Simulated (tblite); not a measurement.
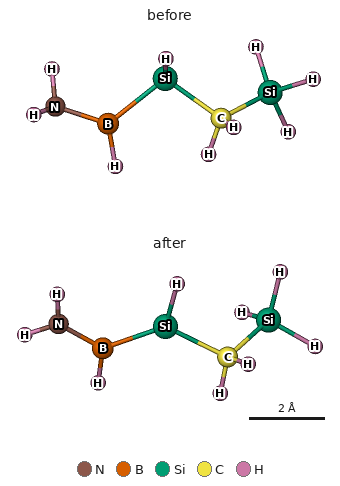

The structure of CH₉BNSi₂ (multiplicity 2) before (top) and after (bottom) a relaxation, at one scale.

The picture is a ball-and-stick view, seen at a tilt.

Method: tblite, GFN2-xTB geometry optimisation, gas phase. 

Question: Summarise the run.

Answer: The atom that moves furthest after the best rigid fit is an H atom (1.32 Å). By element the largest moves are H 1.32 Å, Si 0.65 Å, N 0.41 Å, C 0.36 Å, B 0.27 Å. Some distances before and after: B–N 1.496 → 1.407 Å, C–Si 1.830 → 1.897 Å, B–Si 1.961 → 1.895 Å, C–Si 1.851 → 1.910 Å. Bond angles that change, for instance: B–Si–H 105.0° → 128.9°, B–Si–C 106.0° → 125.0°, B–N–H 113.6° → 124.1°. Groups turn about C–Si by about 50°. Over 123 geometry steps the energy falls by 1.450 eV. The run took 0.57 s on 1 thread of Arm Neoverse V2 (shared host).
